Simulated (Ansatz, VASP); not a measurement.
# Cross-check of NaCdCuS2 between VASP and Ansatz, part 2 of 2

Wanted: the spread between two codes on one cell, functional and k mesh. The cell is invented: As first built, before any earlier steps moved the atoms (in the runner's words): it takes the NaLiCdS2 structure with some of its atoms replaced by other elements, volume scaled by an estimate. It may not be a known or stable phase. The cell is taken from a series of VASP runs on this material, whose earlier steps may have relaxed, scaled or displaced it; both programs get it as it stands. Valence electrons are named where the data sets of a main pair hold unlike numbers.

VASP 6.6.1 and Ansatz 0.2.0.

So far: The starting structure; Ansatz: band structure, BLYP with D3(BJ); VASP: band structure, BLYP with D3(BJ).

## Step 4: Differences

Known differences besides the potentials themselves: the data sets hold 60 valence electrons in Ansatz (on its default PAW (the set named soft_2) files) and 42 in VASP; the cutoff is 420 eV in Ansatz and 400 eV in VASP; Ansatz makes its cores anew for this functional, VASP keeps those of its PBE data sets; VASP leaves aspherical gradient terms in its spheres out (LASPH is not set), Ansatz keeps them; VASP's log shows a relativistic correction to its local exchange, Ansatz's none. Total energies have different zeros and are not compared.

Compared:

| quantity | Ansatz | VASP | difference |
| --- | --- | --- | --- |
| pressure (GPa) | 0.07 | 0.00 | +0.07 |
| gap over the path points (eV) | 0.251 | 0.280 | -0.029 |

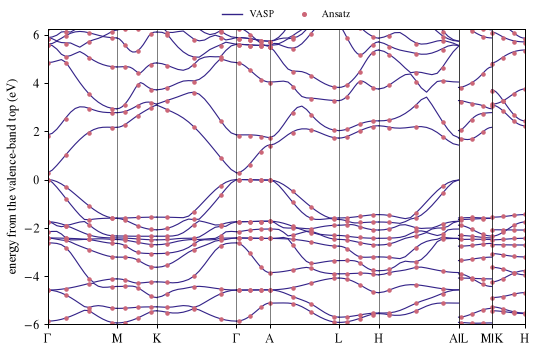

Bands from VASP (lines) and levels from Ansatz (dots). Dots without a line are higher empty bands that the VASP plot leaves out.

Levels at points of the path, from each program's valence-band top (eV; 4 filled, then empty):

| k (reciprocal lattice) | Ansatz | VASP |
| --- | --- | --- |
| 0.000 0.000 0.000 | -1.76 -1.76 0.00 0.00 0.25 1.81 4.82 | -1.75 -1.75 0.00 0.00 0.28 1.85 4.84 |
| 0.133 0.000 0.000 | -1.92 -1.91 -0.80 -0.31 1.01 2.53 4.83 | -1.92 -1.90 -0.79 -0.31 1.03 2.57 4.85 |
| 0.300 0.000 0.000 | -2.30 -1.87 -1.66 -1.09 1.94 2.92 3.52 | -2.29 -1.87 -1.66 -1.09 1.97 2.95 3.55 |
| 0.467 0.000 0.000 | -2.41 -2.32 -1.60 -1.59 2.14 2.76 2.92 | -2.42 -2.33 -1.60 -1.59 2.16 2.77 2.95 |
| 0.467 0.067 0.000 | -2.42 -2.33 -1.68 -1.58 2.24 2.80 3.08 | -2.42 -2.34 -1.68 -1.59 2.27 2.82 3.11 |
| 0.411 0.178 0.000 | -2.46 -2.33 -1.92 -1.56 2.64 3.06 3.92 | -2.46 -2.35 -1.92 -1.57 2.66 3.07 3.95 |
| 0.356 0.289 0.000 | -2.49 -2.33 -2.06 -1.55 2.97 3.18 3.72 | -2.49 -2.35 -2.07 -1.56 2.99 3.19 3.75 |
| 0.289 0.289 0.000 | -2.48 -2.33 -2.02 -1.55 2.87 3.27 3.78 | -2.48 -2.35 -2.02 -1.56 2.89 3.28 3.81 |
| 0.178 0.178 0.000 | -2.42 -1.87 -1.65 -1.33 2.16 3.59 4.06 | -2.43 -1.86 -1.66 -1.33 2.19 3.62 4.09 |
| 0.067 0.067 0.000 | -1.94 -1.88 -0.66 -0.25 0.89 2.40 4.98 | -1.94 -1.88 -0.65 -0.25 0.92 2.44 5.00 |

At this near-relaxed geometry the largest component of a force difference is 45 meV/Å. Among the levels compared at these points, filled levels agree within 17 meV and empty ones within 43 meV. Ansatz's pressure holds a Pulay correction of 0.03 GPa; VASP's holds none.

## Step 5: Further runs

Further runs change the set-up of one program: Ansatz's method, potentials or start, or VASP's data sets, cutoff or form of LDA. The table gives Ansatz less VASP for each quantity, since a change that brings one quantity closer may part another.

| run | r.m.s. force difference (meV/Å) | pressure (GPa) | gap over the path points (eV) |
| --- | --- | --- | --- |
| as above | 16 | 0.070 | -0.029 |
| cores kept as stored | 16 | 0.078 | -0.027 |
| Ansatz's larger PAW set (cutoff 1050 eV) | 16 | 0.094 | -0.028 |
| norm-conserving potentials (cutoff 1252 eV) | 15 | 0.11 | -5.0e-4 |

## Step 6: Ansatz: single point, BLYP with D3(BJ)

With cell and atoms fixed, the geometry can't cause a difference; cores, projectors, grids and the points listed under the comparison can.

The cell is taken from a series of VASP runs on this material, whose earlier steps may have relaxed, scaled or displaced it; both programs get it as it stands.

File input.yaml:

```yaml
crystal:
  lattice:
    - [3.9446694718, 0.0, 0.0]
    - [-1.9723347359, 3.4161833978, 0.0]
    - [0.0, 0.0, 7.1372133519]
  atoms:
    - { symbol: Cd, position: [0.0, 0.0, 0.3735315838] }
    - { symbol: Cu, position: [0.66666667, 0.33333333, 0.7092428059] }
    - { symbol: S, position: [0.66666667, 0.33333333, 0.2075360212] }
    - { symbol: S, position: [0.0, 0.0, 0.7282440751] }
    - { symbol: Na, position: [0.33333333, 0.66666667, 0.9814465139] }
hamiltonian:
  xc: blyp
  pseudopotentials: { kind: paw }
  dispersion: d3bj
kpoints:
  mp_grid: { grid: [8, 8, 4] }
scf:
  occupations: { method: tetrahedron }
output:
  forces: true
  stress: true
```

Command:

```bash
$ ansatz run input.yaml --threads 2 --pin off --max-ram 4608MiB --backend cpu --events-out ev --progress --plain --runs-dir out
```

Numbers of over 12 decimals in the logs are rounded to 6 here.

Output:

```text
Warning: output.forces, output.stress, relax.cell or npt_langevin: where a Kohn–Sham band that disperses or a degenerate level is filled in part under the method tetrahedron, the forces or the stress that this run publishes need not agree with its energy (scf.occupations.method in the input reference, under Limitations); prefer a smearing scheme for the forces or the stress
[...]
k-point 0: bands = [... 26 lower, 7.5842, 7.5842, 9.3366, 9.3366, 9.5910, 11.1460, 14.1556, 14.8923, ... 2 higher]
  k-point 1: bands = [... 26 lower, 7.5952, 7.5952, 9.3264, 9.3264, 10.1121, 11.1416, 13.7353, 14.8604, ... 2 higher]
  k-point 2: bands = [... 26 lower, 7.6060, 7.6060, 9.3160, 9.3160, 10.7270, 11.0393, 13.3579, 14.8224, ... 2 higher]
  k-point 34: bands = [... 26 lower, 6.9185, 7.2877, 7.5828, 7.8689, 11.4782, 11.7251, 13.2486, 14.3750, ... 2 higher]
[key lines of the parts left out:]
SCF converged after 9 iterations
Free energy (F): -18214.074456 eV
Fermi energy:    9.336635 eV
P = ⅓ Tr σ = 0.0720 GPa (0.720 kbar)
```

The job ended after 5.1 s (2 threads of Arm Neoverse V2, shared host; peak memory 0.4 GiB; 10 s of CPU time).

The run ends at a pressure of 0.07 GPa, with forces up to 0.050 eV/Å.

## Step 7: VASP: single point, BLYP with D3(BJ)

The same cell, functional (in two slightly different forms), mesh and smearing now go to VASP, with its own data sets.

File INCAR:

```
SYSTEM = NaCdCuS2
PREC = Accurate
ENCUT = 400
EDIFF = 1E-06
NELM = 100
ISMEAR = -5
SIGMA = 0.05
LREAL = .FALSE.
ALGO = Normal
GGA = B5
ALDAX = 1
AGGAX = 1
AGGAC = 1
ALDAC = 0
IVDW = 12
VDW_S6 = 1
VDW_S8 = 2.6996
VDW_A1 = 0.4298
VDW_A2 = 4.2359
NBANDS = 36
LORBIT = 11
LWAVE = .FALSE.
LCHARG = .FALSE.
KPAR = 2
NEDOS = 2001
```

File POSCAR:

```
NaCdCuS2
1.0
    3.9446694718      0.0000000000      0.0000000000
   -1.9723347359      3.4161833978      0.0000000000
    0.0000000000      0.0000000000      7.1372133519
Cd Cu S Na
1 1 2 1
Direct
    0.0000000000      0.0000000000      0.3735315838
    0.6666666700      0.3333333300      0.7092428059
    0.6666666700      0.3333333300      0.2075360212
    0.0000000000      0.0000000000      0.7282440751
    0.3333333300      0.6666666700      0.9814465139
```

File KPOINTS:

```
Automatic mesh
0
Gamma
8 8 4
0 0 0
```

PAW data sets: Cd, Cu, S and Na_pv (PBE family, release 64).

Command:

```bash
$ mpirun -np 2 vasp_std
```

Output:

```text
[banner, memory and clock lines left out]
running    2 mpi-ranks, on    1 nodes
[...]
[... a notice as in an earlier step ...]

 LDA part: xc-table for (Slater(with rela. corr.)+VWN5), standard interpolation
 POSCAR, INCAR and KPOINTS ok, starting setup
[...]
entering main loop
       N       E                     dE             d eps       ncg     rms          rms(c)
DAV:   1     0.360156698301E+03    0.36016E+03   -0.16437E+04  2524   0.112E+03
DAV:   2     0.186209518472E+02   -0.34154E+03   -0.31884E+03  2592   0.320E+02
DAV:   3    -0.154231192684E+02   -0.34044E+02   -0.33135E+02  3032   0.108E+02
DAV:   4    -0.167389502593E+02   -0.13158E+01   -0.13095E+01  3092   0.207E+01
[...]
DAV:  13    -0.147740969313E+02   -0.14129E-04   -0.72474E-05  3648   0.113E-01    0.141E-02
DAV:  14    -0.147740963308E+02    0.60042E-06   -0.17035E-05  3504   0.755E-02    0.546E-03
DAV:  15    -0.147740965807E+02   -0.24986E-06   -0.24401E-06  2424   0.105E-02
   1 F= -.18594612E+02 E0= -.18594612E+02  d E =0.000000E+00
```

Parts of OUTCAR (step 7):

```text
 Edisp (eV)   -3.82052

  Total      -0.00076    -0.00076     0.00249     0.00000     0.00000     0.00000
  in kB      -0.01258    -0.01258     0.04151     0.00000     0.00000     0.00000
  external pressure =        0.01 kB  Pullay stress =        0.00 kB

 POSITION                                       TOTAL-FORCE (eV/Angst)
 -----------------------------------------------------------------------------------
      0.00000      0.00000      2.66597        -0.000000     -0.000000     -0.008451
      1.97233      1.13873      5.06202         0.000000     -0.000000      0.001197
      1.97233      1.13873      1.48123         0.000000     -0.000000      0.005139
      0.00000      0.00000      5.19763        -0.000000     -0.000000      0.003427
     -0.00000      2.27746      7.00479         0.000000      0.000000     -0.001311
 -----------------------------------------------------------------------------------
    total drift:                               -0.000008     -0.000008     -0.001210

  FREE ENERGIE OF THE ION-ELECTRON SYSTEM (eV)
  ---------------------------------------------------
  free  energy   TOTEN  =       -18.5946115889 eV

  energy  without entropy=      -18.5946115889  energy(sigma->0) =      -18.59461159

[... 1 part as in an earlier step ...]

[... 2 further parts left out ...]
[key lines of the parts left out:]
E-fermi :   4.5498
```

The run ends at a pressure of 0.00 GPa, with forces up to 0.0085 eV/Å.

## Step 8: Side by side

What differs besides the data sets and the points named for the pairs above, as far as they apply: the data sets hold 60 valence electrons in Ansatz (on its default PAW (the set named soft_2) files) and 42 in VASP. Total energies have different zeros and are not compared.

Compared:

| quantity | Ansatz | VASP | difference |
| --- | --- | --- | --- |
| pressure (GPa) | 0.07 | 0.00 | +0.07 |
| gap on the k mesh (eV) | 0.254 | 0.283 | -0.029 |

At this near-relaxed geometry the largest component of a force difference is 45 meV/Å. A gap on the mesh is an upper bound, since the band edges may lie between its points. Ansatz's pressure holds a Pulay correction of 0.03 GPa; VASP's holds none.

## Step 9: Further runs

Further runs change the set-up of one program: Ansatz's method, potentials or start, or VASP's data sets, cutoff or form of LDA. The table gives Ansatz less VASP for each quantity, since a change that brings one quantity closer may part another.

| run | r.m.s. force difference (meV/Å) | pressure (GPa) | gap on the k mesh (eV) |
| --- | --- | --- | --- |
| as above | 16 | 0.071 | -0.029 |
| cores kept as stored | 16 | 0.079 | -0.027 |
| Ansatz's larger PAW set (cutoff 1050 eV) | 16 | 0.095 | -0.028 |
| norm-conserving potentials (cutoff 1252 eV) | 15 | 0.11 | -8.2e-4 |

## Step 10: What came out

| Property | Result |
| --- | --- |
| r.m.s. force difference (band structure, BLYP with D3(BJ)) | 16 meV/Å |
| r.m.s. force difference (single point, BLYP with D3(BJ)) | 16 meV/Å |

The r.m.s. force difference is 16 meV/Å (single point, BLYP with D3(BJ)), beyond the 12 meV/Å picked in this series as the mark of a large difference. The data sets hold unlike numbers of valence electrons (60 in Ansatz and 42 in VASP), so part of the differences comes from the potentials. Band structure, BLYP with D3(BJ), Ansatz's larger PAW set (cutoff 1050 eV): the difference in pressure goes from 0.070 to 0.094 GPa. Band structure, BLYP with D3(BJ), norm-conserving potentials (cutoff 1252 eV): the difference in pressure goes from 0.070 to 0.11 GPa; the difference in gap over the path points goes from -0.029 to -5.0e-4 eV. Single point, BLYP with D3(BJ), Ansatz's larger PAW set (cutoff 1050 eV): the difference in pressure goes from 0.071 to 0.095 GPa. Single point, BLYP with D3(BJ), norm-conserving potentials (cutoff 1252 eV): the difference in pressure goes from 0.071 to 0.11 GPa; the difference in gap on the k mesh goes from -0.029 to -8.2e-4 eV. How closely two codes agree says nothing of how well the functional describes the real material.

[Lines on the potential files, build, host, timing and source positions are cut from VASP's logs without a mark.]

[Logs are printed without paths, hosts, clocks, repeated set-up lines and the standing remarks that a program may print on its own settings, such as how far it seeks lower states.]

[Hosts, paths, dates, database ids (printed as entryN), source tags and the programs' standing remarks are cut or masked in the printed files.]
